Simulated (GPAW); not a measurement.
# Ga2O3 (C2/m): G0W0 with GPAW, start to end, part 2 of 2

Wanted: ground state, empty states, screening and self-energy for Ga2O3 (C2/m).

GPAW 26.7.0; PBE and many-body steps on it, plane waves. Known limits of the many-body steps: not at the basis limit; no spin-orbit coupling.

So far. Step 3 (Bands along the symmetry lines): The gap is 2.423 eV, −0.008 eV from the run before at this level. Step 4 (Empty states on the mesh, 4×4×4 mesh, 361 bands): On this mesh the gap is 2.431 eV.

## (5) Screening and self-energy, 4×4×4 mesh, 163 bands, screening to 78 eV

G0W0 replaces the xc potential by the self-energy, built once from these orbitals. Only a window of levels is corrected, while the sums run over the empty bands that the input names.

This step: G0W0 on PBE, plane waves, PAW.

run.py reads:

```python
import json
import numpy as np
from gpaw.mpi import world
from gpaw.response.g0w0 import G0W0

gw = G0W0('full.gpw',
    filename='gw',
    kpts=[0, 23],
    bands=(22, 26),
    ecut=78,
    nbands=163,
    integrate_gamma='WS',
    ppa=True)
gw.calculate()
res = {mode: {k: v for k, v in r.items() if k != 'sigma_eskwn'}
       for mode, r in gw.all_results.items()}

if world.rank == 0:
    with open('result.json', 'w') as f:
        json.dump(res, f, default=lambda x: x.tolist())
```

The run is started by

```bash
$ mpirun -n 4 gpaw python run.py
```

Numbers of over 12 decimals in the logs are rounded to 6 here.

The log of the run:

```text
Using integrator: PointIntegrator
FrequencyGridDescriptor(from 0.000+0.000j to 0.000+27.211j eV, 2 points)
Nonperiodic BCs:  [False False False]
Using integrator: PointIntegrator
FrequencyGridDescriptor(from 0.000+0.000j to 0.000+27.211j eV, 2 points)
Nonperiodic BCs:  [False False False]
  ___  _ _ _
 |   || | | |
 | | || | | |
 |__ ||_____|
 |___|

BZ k-points: Symmetries present (total): 4

  [... matrices ...]
64 k-points: 4 x 4 x 4 Monkhorst-Pack grid + [1/8,1/8,1/8]
24 k-points in the irreducible part of the Brillouin zone
       k-points in crystal coordinates                weights
   0:     0.00000000    0.00000000    0.00000000          1/64
   1:     0.00000000    0.00000000    0.25000000          2/64
   2:     0.00000000    0.00000000    0.50000000          1/64
   3:     0.25000000   -0.25000000    0.00000000          2/64
   4:     0.25000000   -0.25000000    0.25000000          4/64
   5:     0.25000000   -0.25000000    0.50000000          2/64
   6:     0.25000000    0.00000000   -0.25000000          4/64
   7:     0.25000000    0.00000000    0.00000000          4/64
   8:     0.25000000    0.00000000    0.25000000          4/64
   9:     0.25000000    0.00000000    0.50000000          4/64
          ...
  23:     0.50000000    0.50000000    0.50000000          1/64

Distributing spins, k-points and bands (1 x 2 x 4) over 4 processes
Number of blocks: 1

Quasi particle states:
k-points (IBZ indices): [0, 23]
Band range: (22, 26)
  [... matrices ...]
Computational parameters:
Plane wave cut-off: 78 eV
Number of bands: 163
Coulomb cutoff: None
Broadening: 0.1 eV

fxc modes: GW
Kernel: RPA
Using Godby-Needs plasmon-pole approximation:
  Fitting energy: i*E0, E0 = 1.000 Hartree
Summing all q:

Calculating screened Coulomb potential
No Coulomb truncation
FrequencyGridDescriptor(from 0.000+0.000j to 0.000+27.211j eV, 2 points)
Removing empty qpoint cache files...

Calculating chi0 body with:
    Ground state adapter containing:
    Number of spins: 1
    Number of kpoints: 64
    Number of irreducible kpoints: 24
    Number of completely occupied states: 24
    Number of partially occupied states: 24
    Occupied states memory: 16.611328125 M / cpu

    Linear response parametrization:
    q_c: [0.0, 0.0, 0.0]
    Number of frequency points: 2
    Planewave cutoff: 78.0
    Number of bands: 163
    Number of planewaves: 165
    Broadening (eta): 1e-06
    comm.size: 4
    kncomm.size: 4
    blockcomm.size: 1

    Memory estimate of potentially large arrays:
        chi0_wGG: 0.830841 M / cpu
Integrating chi0 body.

Symmetries of q_c:
    Direct symmetries (Uq -> q): 4
    Indirect symmetries (TUq -> q): 0
In total 4 allowed symmetries.

  [... matrices ...]
24 groups of equivalent kpoints. 62.5% reduction.

Integral kind: response function
Integrating chi0 head and wings.

Symmetries of q_c:
    Direct symmetries (Uq -> q): 4
    Indirect symmetries (TUq -> q): 0
In total 4 allowed symmetries.

  [... matrices ...]
24 groups of equivalent kpoints. 62.5% reduction.

Integral kind: response function wings

Calculating chi0 body with:
    Ground state adapter containing:
    Number of spins: 1
    Number of kpoints: 64
    Number of irreducible kpoints: 24
    Number of completely occupied states: 24
    Number of partially occupied states: 24
    Occupied states memory: 16.611328125 M / cpu

    Linear response parametrization:
[... the further q-points ...]

Results:
f:      Occupation numbers
eps:     KS-eigenvalues [eV]
vxc:     KS vxc [eV]
exx:     Exact exchange [eV]
sigma:   Self-energies [eV]
dsigma:  Self-energy derivatives
Z:       Renormalization factors
qp:      QP-energies [eV]

k-point 0 (0): (0.000, 0.000, 0.000)                GW
band       f     eps     vxc     exx   sigma  dsigma       Z      qp
                                                                   GW
  22   1.000   4.721 -21.138 -26.645   4.740  -0.271   0.787   4.118
  23   1.000   4.994 -21.523 -27.160   4.870  -0.269   0.788   4.388
  24   0.000   7.453 -16.695 -12.320  -2.835  -0.184   0.845   8.754
  25   0.000  10.774 -17.097 -11.614  -3.346  -0.199   0.834  12.555

k-point 1 (23): (0.500, 0.500, 0.500)                GW
band       f     eps     vxc     exx   sigma  dsigma       Z      qp
                                                                   GW
  22   1.000   4.420 -21.067 -26.668   4.798  -0.269   0.788   3.788
  23   1.000   5.022 -21.086 -26.888   4.998  -0.274   0.785   4.391
  24   0.000  10.249 -18.334 -13.231  -3.019  -0.204   0.830  11.979
  25   0.000  10.403 -17.538 -12.342  -3.135  -0.207   0.829  12.110
```

The job ended after 21 min (4 MPI ranks of Intel Xeon Platinum 8259CL at 2.50GHz (Skylake/Cascade Lake), shared host; peak memory 2.9 GiB).

This step gave:

- G0W0 gap on the points computed: 4.363 eV
- least direct G0W0 gap on the computed points: 4.365 eV
- Z at the valence top: 0.7850
- Z at the conduction bottom: 0.8449
- starting gap on the mesh: 2.431 eV
- k of the valence top: 0.5, 0.5, 0.5
- k of the conduction bottom: 0, 0, 0

The gap on the mesh goes from 2.43 eV to 4.36 eV, a correction of +1.93 eV.

Limits: finite bands, cutoff and mesh; no spin-orbit coupling. v1 is the top filled band, c1 the lowest empty one. The levels before and after the correction (eV, zero at the valence-band top of each column):

```
           conduction bottom  valence top
Kohn-Sham               2.43         0.00
     G0W0               4.36         0.00
```

```
                      level  energy (eV)
Kohn-Sham              Γ v2       -0.301
Kohn-Sham              Γ v1       -0.029
Kohn-Sham              Γ c1        2.431
Kohn-Sham              Γ c2        5.752
Kohn-Sham  (0.5 0.5 0.5) v2       -0.602
Kohn-Sham  (0.5 0.5 0.5) v1        0.000
Kohn-Sham  (0.5 0.5 0.5) c1        5.226
Kohn-Sham  (0.5 0.5 0.5) c2        5.381
     G0W0              Γ v2       -0.274
     G0W0              Γ v1       -0.003
     G0W0              Γ c1        4.363
     G0W0              Γ c2        8.164
     G0W0  (0.5 0.5 0.5) v2       -0.603
     G0W0  (0.5 0.5 0.5) v1        0.000
     G0W0  (0.5 0.5 0.5) c1        7.588
     G0W0  (0.5 0.5 0.5) c2        7.719
```

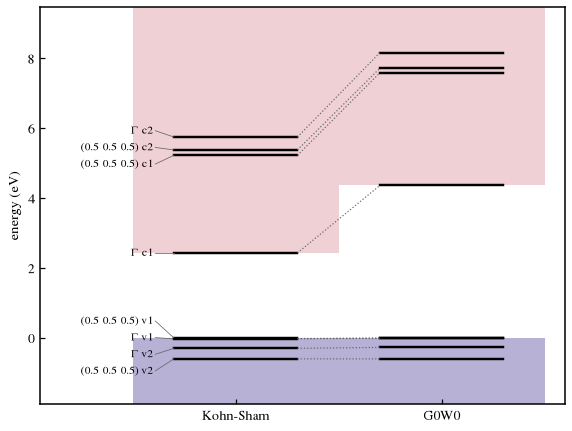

Levels before and after the correction. Shaded: valence and conduction bands.

## (6) Where the time went

Times are wall times on 4 MPI ranks of Intel Xeon Platinum 8259CL at 2.50GHz (Skylake/Cascade Lake), shared host, good to a factor of about two.

```
                          step     time  share  memory (GiB)
                  ground state  2.6 min    9 %           1.1
bands along the symmetry lines  1.9 min    6 %           1.3
      empty states on the mesh  5.2 min   17 %           5.1
     screening and self-energy   21 min   68 %           2.9
```

## (7) Results

| Quantity | Value |
| --- | --- |
| PBE gap | 2.42 eV, indirect (only 37 meV under the direct gap) |
| G0W0 gap on the mesh | 4.36 eV |
| GW settings | 4×4×4 mesh, 163 bands, screening to 78 eV, Godby-Needs plasmon pole |
| known limits | not at the basis limit; no spin-orbit coupling |

G0W0 moves the gap on the mesh from 2.43 eV to 4.36 eV (+1.93 eV), with Z of 0.79 and 0.84 at the edges. Only 2 of the mesh's irreducible points were corrected, so a valley elsewhere could overtake. The dearest step here is «screening and self-energy». Against experiment, by G0W0@PBE: the direct gap of 4.37 eV lies −0.23 eV from the measured 4.6 eV (direct, 300 K, 2024); the direct gap of 4.37 eV lies −0.51 eV from the measured 4.88 eV (direct, on c-plane sapphire, 2020); the gap of 4.35 eV lies −0.15 eV from the measured 4.5 eV (optical, on Al2O3, 2024); the direct gap of 4.37 eV lies −0.61 eV from the measured 4.98 eV (direct, on sapphire, 2020); the direct gap of 4.37 eV lies −0.28 eV from the measured 4.65 eV (direct, on Al2O3 (0006), 2020). An exciton line or allowed optical edge lies below the quasiparticle gap by the binding energy; a forbidden edge can push the onset above it. The calculation has static nuclei and no excitons; a measured gap holds zero-point and thermal motion, which mostly lowers it. Bands and cutoff are finite, so the gap is not at the basis limit. The miss can reach some tenths of an eV and take either sign; the mesh is an error of its own. These stock PAW sets were not made for GW; the filled d or f shell of Ga lies in the frozen core, which bears on start and correction. In the G0W0 run levels were corrected at 2 k points alone, so a gap called «on the mesh» is the least over those, and an edge elsewhere would be missed. The many-body steps are scalar-relativistic: spin-orbit coupling is not in them.

[Paths, hosts, dates, memory and timing lines, banners, echoed tables and standing remarks are left out of the program output.]

[Logs are printed without paths, hosts, clocks, repeated set-up lines and the standing remarks that a program may print on its own settings, such as how far it seeks lower states.]

[Runs of the session that timed out or met a known fault of the program may be left out.]

[Hosts, paths, dates, database ids (printed as entryN), source tags and the programs' standing remarks are cut or masked in the printed files.]
